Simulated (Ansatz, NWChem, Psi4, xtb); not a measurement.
# Ligand exchange: C2H3F + HI → C2H3I + HF

Species: C2H3F `C=CF`, singlet; HI (hydrogen iodide), singlet; C2H3I (vinyl iodide) `C=CI`, singlet; HF (hydrogen fluoride), singlet. The partners trade F for I: C–F and H–I bonds give way to C–I and H–F.

Shapes, held fixed at every level: PBE0-D4/def2-TZVP. Programs: Ansatz 0.2.0, NWChem 7.3.0, Psi4 1.11, xtb 6.7.1. A level may come from different programs for different species; with the same settings they agree closely. The zero-point and thermal change to 298 K, harmonic and unscaled (PBE0-D4/def2-TZVP), is +5.6 kJ/mol.

**What was measured.** Tabulated heats of formation (Active Thermochemical Tables): C2H3F -142.5; HI +26.5; C2H3I +130.6; HF -272.7 kJ/mol, which give ΔH(298 K) = -26.1 kJ/mol.

| level | kind | ΔH (kJ/mol) | computed − measured |
| --- | --- | --- | --- |
| GFN2-xTB | semi-empirical | +71.1 | +97.2 |
| HF/def2-SVP | Hartree–Fock | +19.7 | +45.8 |
| PBE0-D4/def2-TZVPP | global hybrid | -15.8 | +10.3 |
| r2SCAN0-D4/def2-TZVPP | global hybrid | -12.7 | +13.4 |
| wB97M-V/def2-TZVPP | range-separated hybrid | -10.9 | +15.2 |
| MP2/def2-SVP | perturbation theory | -5.8 | +20.2 |
| CCSD(T)/def2-SVP | coupled cluster or CI | +5.4 | +31.5 |
| CCSD/def2-TZVPP | coupled cluster or CI | -18.9 | +7.2 |
| CCSD(T)/def2-TZVPP | coupled cluster or CI | -23.0 | +3.1 |

Nearest: CCSD(T)/def2-TZVPP (+3.1); farthest: GFN2-xTB (+97.2). 2 of 9 levels lie within 10 kJ/mol. The wrong sign comes from GFN2-xTB, HF/def2-SVP, CCSD(T)/def2-SVP. For atoms past krypton def2 sets carry core potentials with scalar relativity. Outer-core shells of I are correlated in most correlated rows, in sets that cover them unevenly.

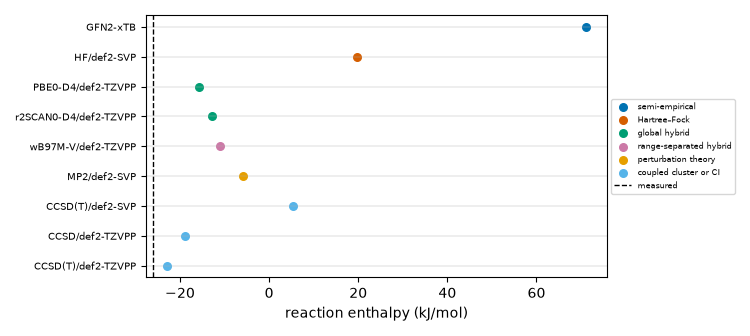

The values of the table, level by level.
